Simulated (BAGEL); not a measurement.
**CH5BO (BH2(OMe)): HF/6-31G(d) (density fitting with qzvpp-jkfit, spherical functions)**

Aim: the energy change on altering one bond length of CH5BO (BH2(OMe)) at HF/6-31G* (density fitting with qzvpp-jkfit, spherical functions), from 2 runs. 

The results are computed with BAGEL 1.2.2.

2 further runs of the same task are left out: 1 that didn't finish, 1 set aside as unsound or not needed. Runs told in other sessions of the task aren't counted.

### Step 1. The structure to begin with

CH5BO: 8 atoms, total charge 0, spin state singlet. SMILES: `[H]B([H])OC`. The shape is that of a GFN2-xTB optimisation.

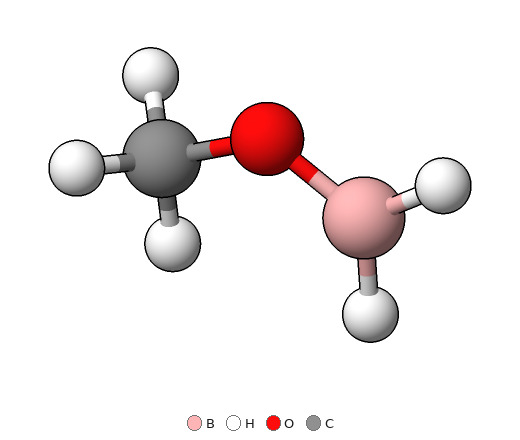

The structure, seen from a chosen angle (boron pink, hydrogen white, oxygen red, carbon grey).

### Step 2. A single-point energy at HF/6-31G(d) (density fitting with qzvpp-jkfit, spherical functions)

The input, hf.json:

```json
{ "bagel": [

{
  "title": "molecule",
  "basis": "6-31gs.json",
  "df_basis": "qzvpp-jkfit",
  "angstrom": "true",
  "geometry": [
    { "atom": "B", "xyz": [       0.435610,       1.006270,       0.790700 ] },
    { "atom": "H", "xyz": [       1.569280,       0.771350,       0.549830 ] },
    { "atom": "H", "xyz": [       0.117450,       1.877720,       1.507100 ] },
    { "atom": "O", "xyz": [      -0.559180,       0.310420,       0.270760 ] },
    { "atom": "C", "xyz": [      -0.408730,      -0.775400,      -0.606980 ] },
    { "atom": "H", "xyz": [      -1.004290,      -0.584470,      -1.502650 ] },
    { "atom": "H", "xyz": [      -0.786680,      -1.677140,      -0.118600 ] },
    { "atom": "H", "xyz": [       0.636530,      -0.928750,      -0.890170 ] }
  ]
},

{ "title": "hf", "charge": 0 },

{ "title": "print", "file": "orbitals.molden", "orbitals": "true" }

]}
```

The basis set 6-31G* is read from a file made from the Basis Set Exchange's data (not shown).

Command:

```
$ BAGEL_NUM_THREADS=1 BAGEL hf.json > hf.out
```

The program printed:

```text
* using 1 threads per process

  ===============================================================
  ===============================================================

  *** Geometry ***

  { "atom" : "B", "xyz" : [      0.823184,      1.901575,      1.494206 ] },
  { "atom" : "H", "xyz" : [      2.965509,      1.457640,      1.039028 ] },
  { "atom" : "H", "xyz" : [      0.221948,      3.548377,      2.848006 ] },
  { "atom" : "O", "xyz" : [     -1.056697,      0.586609,      0.511662 ] },
  { "atom" : "C", "xyz" : [     -0.772388,     -1.465294,     -1.147026 ] },
  { "atom" : "H", "xyz" : [     -1.897833,     -1.104488,     -2.839597 ] },
  { "atom" : "H", "xyz" : [     -1.486610,     -3.169335,     -0.224122 ] },
  { "atom" : "H", "xyz" : [      1.202867,     -1.755083,     -1.682178 ] },

  Number of auxiliary basis functions:      317

  Since a DF basis is specified, we compute 2- and 3-index integrals:
    o Being stored without compression. Storage requirement is 0.007 GB

  Number of basis functions:       52
  Number of electrons      :       24

    * METHOD: MOLECULE                             0.08

  *** RHF ***

  === Nuclear Repulsion ===
    70.9004861548

      * DIIS with orbital gradients will be used.

  === RHF iteration (6-31gs.json) ===
      0       -140.22010789          0.02526810           0.01
      1       -140.30194165          0.01605119           0.01
      2       -140.34285325          0.00228295           0.01
      3       -140.34403519          0.00024484           0.01
      4       -140.34405194          0.00005922           0.01
      5       -140.34405304          0.00001568           0.01
      6       -140.34405311          0.00000529           0.01
      7       -140.34405312          0.00000129           0.01
      8       -140.34405312          0.00000033           0.01
      9       -140.34405312          0.00000015           0.01
     10       -140.34405312          0.00000003           0.01
     11       -140.34405312          0.00000001           0.01
    * SCF iteration converged.

    * Permanent dipole moment:
           (   -0.149143,     0.529641,     0.430117) a.u.

    * METHOD: HF                                   0.20

    * METHOD: PRINT                                0.01

  ===============================================================
```

It took 0.42 s on 1 thread of Arm Neoverse V1, shared host.

### Step 3. The distorted shape

The input, calc.json:

```json
{ "bagel": [

{
  "title": "molecule",
  "basis": "6-31gs.json",
  "df_basis": "qzvpp-jkfit",
  "angstrom": true,
  "geometry": [
    { "atom": "B", "xyz": [    0.413048,    1.169105,    0.922330 ] },
    { "atom": "H", "xyz": [    1.546718,    0.934185,    0.681460 ] },
    { "atom": "H", "xyz": [    0.094888,    2.040555,    1.638730 ] },
    { "atom": "O", "xyz": [   -0.581742,    0.473255,    0.402390 ] },
    { "atom": "C", "xyz": [   -0.408730,   -0.775400,   -0.606980 ] },
    { "atom": "H", "xyz": [   -1.004290,   -0.584470,   -1.502650 ] },
    { "atom": "H", "xyz": [   -0.786680,   -1.677140,   -0.118600 ] },
    { "atom": "H", "xyz": [    0.636530,   -0.928750,   -0.890170 ] }
  ]
},
{ "title": "hf", "charge": 0 },
{ "title": "print", "file": "orbitals.molden", "orbitals": true }

]}
```

The basis set 6-31G* is read from a file made from the Basis Set Exchange's data (not shown).

Command:

```
$ BAGEL_NUM_THREADS=1 BAGEL calc.json > calc.out
```

The program printed:

```text
* using 1 threads per process

  ===============================================================
  ===============================================================

  *** Geometry ***

  { "atom" : "B", "xyz" : [      0.780548,      2.209288,      1.742951 ] },
  { "atom" : "H", "xyz" : [      2.922873,      1.765354,      1.287773 ] },
  { "atom" : "H", "xyz" : [      0.179312,      3.856090,      3.096751 ] },
  { "atom" : "O", "xyz" : [     -1.099333,      0.894322,      0.760407 ] },
  { "atom" : "C", "xyz" : [     -0.772388,     -1.465294,     -1.147026 ] },
  { "atom" : "H", "xyz" : [     -1.897833,     -1.104488,     -2.839597 ] },
  { "atom" : "H", "xyz" : [     -1.486610,     -3.169335,     -0.224122 ] },
  { "atom" : "H", "xyz" : [      1.202867,     -1.755083,     -1.682178 ] },

  Number of auxiliary basis functions:      317

  Since a DF basis is specified, we compute 2- and 3-index integrals:
    o Being stored without compression. Storage requirement is 0.007 GB

  Number of basis functions:       52
  Number of electrons      :       24

    * METHOD: MOLECULE                             0.08

  *** RHF ***

  === Nuclear Repulsion ===
    67.2329814395

      * DIIS with orbital gradients will be used.

  === RHF iteration (6-31gs.json) ===
      0       -140.18381489          0.02677582           0.01
      1       -140.26226118          0.01881926           0.01
      2       -140.31961701          0.00240967           0.01
      3       -140.32095687          0.00030393           0.01
      4       -140.32098345          0.00008923           0.01
      5       -140.32098624          0.00002941           0.01
      6       -140.32098661          0.00001071           0.01
      7       -140.32098667          0.00000305           0.01
      8       -140.32098668          0.00000073           0.01
      9       -140.32098668          0.00000022           0.01
     10       -140.32098668          0.00000008           0.01
     11       -140.32098668          0.00000003           0.01
     12       -140.32098668          0.00000001           0.01
    * SCF iteration converged.

    * Permanent dipole moment:
           (   -0.147291,     0.802332,     0.648312) a.u.

    * METHOD: HF                                   0.21

    * METHOD: PRINT                                0.01

  ===============================================================
```

Run time: 0.42 s. Hardware: 1 thread of Arm Neoverse V1, shared host.

### Step 4. What came out

At HF/6-31G* (density fitting with qzvpp-jkfit, spherical functions):

| quantity | value |
| --- | --- |
| first shape: total energy | -140.34405 Eh |
| first shape: dipole moment | 1.78 D |
| first shape: HOMO energy | -12.15 eV |
| first shape: LUMO energy | 4.25 eV |
| first shape: HOMO–LUMO gap | 16.39 eV |
| distorted shape: total energy | -140.32099 Eh |
| distorted shape: dipole moment | 2.65 D |
| distorted shape: HOMO energy | -11.64 eV |
| distorted shape: LUMO energy | 4.57 eV |
| distorted shape: HOMO–LUMO gap | 16.21 eV |
| energy change with the O4–C5 bond stretched from 1.404 to 1.615 Å | 0.628 eV |

With the O4–C5 bond stretched from 1.404 to 1.615 Å the energy rises by 0.63 eV (14.5 kcal/mol). The first shape isn't relaxed at this level, so the change isn't measured from a minimum.
